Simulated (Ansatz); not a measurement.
## LaB6 (Pm-3m): Drude plasma energy against volume

The cell of LaB6 (Pm-3m) is scaled evenly and the response computed anew at each volume, on one mesh. The atoms keep their fractional positions.

Cell: a, b, c = 4.157, 4.157, 4.157 Å (primitive vectors), 7 atoms.

Method: Ansatz 0.2.0, PBE, independent particles, k-mesh 8×8×8 with interpolation inside its cells, Gaussian parameter 0.1 eV.

Launch of the response step: `ansatz run input.yaml --threads 4 --pin off --max-ram 8192MiB --backend cpu --events-out ev --progress --plain --runs-dir out`. The series took 11.8 min in all, on 4 threads of AMD EPYC (Zen 3), with other jobs on the host.

```
V/V₀  V (Å³, primitive cell)  Drude plasma energy (eV)
0.94                   67.53                     5.534
0.96                   68.96                     5.455
0.98                   70.40                     5.378
1.00                   71.84                     5.302
1.02                   73.27                         ?
1.04                   74.71                     5.155
1.06                   76.15                     5.082
```

For small changes the quantity should be close to linear in ln V.

Working, on the rows shown:

| x = ln(V/V₀) | y = Drude plasma energy |
| --- | --- |
| -0.0618754 | 5.534 |
| -0.040822 | 5.455 |
| -0.0202027 | 5.378 |
| 0 | 5.302 |
| 0.0392207 | 5.155 |
| 0.0582689 | 5.082 |

Means: x̄ = -0.0042351, ȳ = 5.3177. Σ(x − x̄)(y − ȳ) = -0.04032, Σ(x − x̄)² = 0.01073. Slope = -0.04032 / 0.01073 = -3.758; intercept = ȳ − slope · x̄ = 5.3018. The line misses the rows shown by at most 0.00076 eV.

**Question.** Predict the last column of the withheld row from the fit.

**Answer.** At x = 0.019803 the line gives y = 5.2273 eV. The run gave 5.228 eV, so the interpolation is off by 0.00067 eV, 0.1 % of the range in the table.

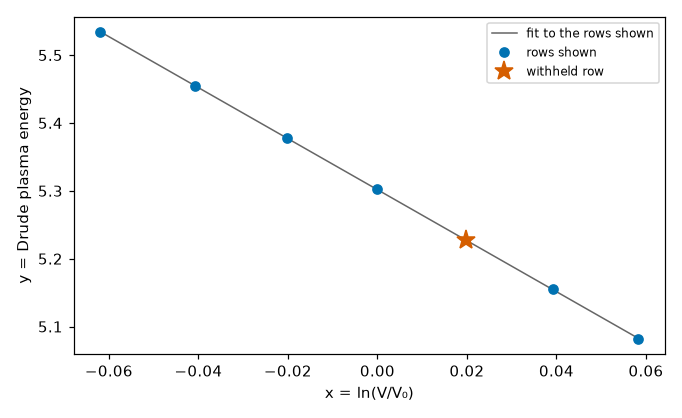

Between the rows on either side of x = 0 the slope is (5.228 − 5.378) / (0.019803 − (-0.020203)) = -3.749. So d ln ωp/d ln V = -0.71; free electrons would give −0.50. The values come from a sum over the points of one k-mesh and carry its error, which is largest for Fermi-surface quantities. Spin-orbit coupling is left out.

[Logs are printed without paths, hosts, clocks, repeated set-up lines and the standing remarks that a program may print on its own settings, such as how far it seeks lower states.]
